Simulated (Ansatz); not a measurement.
**UB2PLYP/STO-3G run of GaHF (SMILES [F][GaH])**

Aim: the vertical ionisation energy of GaHF at UB2PLYP/STO-3G, from 2 runs. 

Program for the calculation: Ansatz 0.2.0.

129 further runs of the same task are left out: 80 that didn't finish, 49 set aside as unsound or not needed.

## Step 1: The structure to begin with

GaHF has 3 atoms, charge 0, and is taken as a doublet. SMILES: `[F][GaH]`. The shape is that of a PBE0-D4/def2-TZVP optimisation.

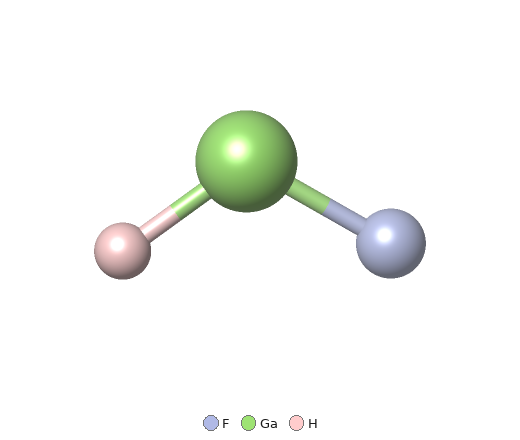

Viewed from a chosen angle; fluorine light blue, gallium green, hydrogen pink.

## Step 2: A single-point energy at UB2PLYP/STO-3G

input.yaml reads:

```yaml
crystal:
  periodic: [false, false, false]
  atoms:
    - symbol: F
      position_ang: [-1.252000, 0.451400, -0.644800]
    - symbol: Ga
      position_ang: [0.292400, 0.469800, 0.214100]
    - symbol: H
      position_ang: [0.948600, -0.985900, 0.417400]
basis:
  gaussian:
    orbitals: STO-3G
magnetization:
  spin_polarized: true
  initial_magnetization: 1
hamiltonian:
  xc: {name: B2PLYP}
correlation:
  frozen_orbitals: {F: 1, Ga: 9, H: 0}
accuracy: high
```

Launch:

```console
$ ansatz run input.yaml --threads 1 --pin off --max-ram 2610MiB --events-out events.jsonl --progress --plain --runs-dir runs
```

Log:

```text
Warning: RAYON_NUM_THREADS=1 ignored (pool sized by the plan → 1); use --threads N
Functional definition: B2PLYP
  name "B2PLYP"
  parameter a = 0.53
  parameter c = 0.27
  exchange = (1 - a)*b88_x + a*exact_x
  correlation = (1 - c)*lyp_c + c*(mp2_os + mp2_ss)
329 factors; integrals over basis functions are off by at most 3.1e-8 eV
mean field evaluation 1: about -54321.0861 eV, gradient 1.3e2 eV
mean field evaluation 2: about -54321.1678 eV, gradient 1.3e2 eV
mean field evaluation 4: about -54422.5134 eV, gradient 3.4e1 eV
mean field evaluation 8: about -54442.7094 eV, gradient 9.3e-1 eV
mean field evaluation 16: about -54442.7524 eV, gradient 1.7e-1 eV
mean field evaluation 32: about -54433.0510 eV, gradient 1.8e1 eV
mean field evaluation 64: about -54442.1727 eV, gradient 2.9e0 eV
mean field evaluation 96: about -54423.9928 eV, gradient 3.6e1 eV
mean field evaluation 128: about -54442.3384 eV, gradient 9.3e-1 eV
mean field -54442.75723436 eV, -2000.7344257365 hartree, gradient 3.9e-8 eV, S^2 0.752174; 8 other end points of the search recorded, 0 dependent functions left out
10 core orbitals not correlated: weight in the atoms' cores, before any rotation towards them, 0.999 or more for the frozen orbitals, at most 0.000 for the correlated occupied ones
reference -54442.75724947 eV, -2000.7344262917 hartree; 11, 10 occupied and 3, 4 virtual orbitals, 329 factors
second order -2.89939893 eV of doubles, -0.00000000 eV of singles
Total energy: -54443.54008718 eV, -2000.7631950470 hartree
```

Wall time 16 s (1 thread of Arm Neoverse N1, shared host); peak memory 0.12 GiB.

## Step 3: The singlet cation at the same level

in.yaml reads:

```yaml
crystal:
  periodic: [false, false, false]
  atoms:
    - {symbol: F, position_ang: [-1.252000, 0.451400, -0.644800]}
    - {symbol: Ga, position_ang: [0.292400, 0.469800, 0.214100]}
    - {symbol: H, position_ang: [0.948600, -0.985900, 0.417400]}
basis:
  gaussian:
    orbitals: STO-3G
total_charge: 1
hamiltonian:
  xc: {name: B2PLYP}
correlation:
  frozen_orbitals: {F: 1, Ga: 9, H: 0}
accuracy: high
```

Launch:

```console
$ ansatz run in.yaml --threads 1 --pin off --max-ram 2610MiB --events-out events.jsonl --progress --plain --runs-dir runs
```

Log, shortened:

```text
Warning: RAYON_NUM_THREADS=1 ignored (pool sized by the plan → 1); use --threads N
Functional definition: B2PLYP
  name "B2PLYP"
[...]
328 factors; integrals over basis functions are off by at most 3.1e-8 eV
[...]
mean field -54434.60696994 eV, -2000.4349090436 hartree, gradient 9.7e-8 eV, S^2 0.000000; 2 other end points of the search recorded, 0 dependent functions left out; unrestricted orbitals would lower it
10 core orbitals not correlated: weight in the atoms' cores, before any rotation towards them, 1.000 or more for the frozen orbitals, at most 0.000 for the correlated occupied ones
reference -54434.60698524 eV, -2000.4349096059 hartree; 10, 10 occupied and 4, 4 virtual orbitals, 328 factors
second order -5.79362971 eV of doubles, -0.00000000 eV of singles
Total energy: -54436.17126527 eV, -2000.4923958364 hartree
```

Run time: 3.9 s. Hardware: 1 thread of Arm Neoverse N1, shared host; peak memory 0.091 GiB.

## Step 4: Results

At UB2PLYP/STO-3G, 10 core orbitals frozen:

| quantity | value |
| --- | --- |
| doublet GaHF: total energy | -2000.76320 Eh |
| doublet GaHF: ⟨S²⟩ | 0.752 |
| singlet cation: total energy | -2000.49240 Eh |
| vertical ionisation energy (to the singlet cation) | 7.369 eV |

**Reading.** The vertical ionisation energy comes to 7.37 eV (711 kJ/mol). Only the singlet of the ionised species was computed; a triplet could lie lower. In a minimal basis such a difference can be off by several eV, whatever the method. The restricted solution (singlet cation) is unstable to spin breaking: an unrestricted one lies lower.
